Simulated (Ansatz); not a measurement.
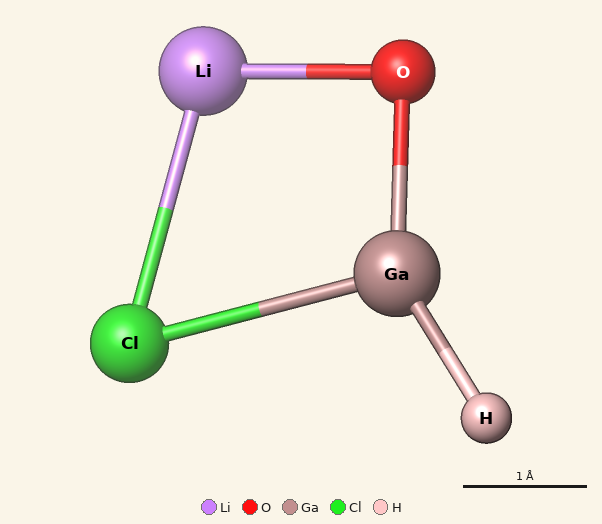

Atoms fade into the background with distance from the viewer. The computed structure is the end point of a PBE-D4/def2-SVP optimisation. No frequency run is at hand to confirm it as a minimum. Masses are those of the most abundant isotopes; constants are for the rigid equilibrium geometry.

> What kind of rotor is it, and what are its rotational constants in MHz?

An asymmetric top (Cs): A = 7634, B = 3322, C = 2314 MHz. Ray's parameter κ is −0.62, nearer the prolate limit.
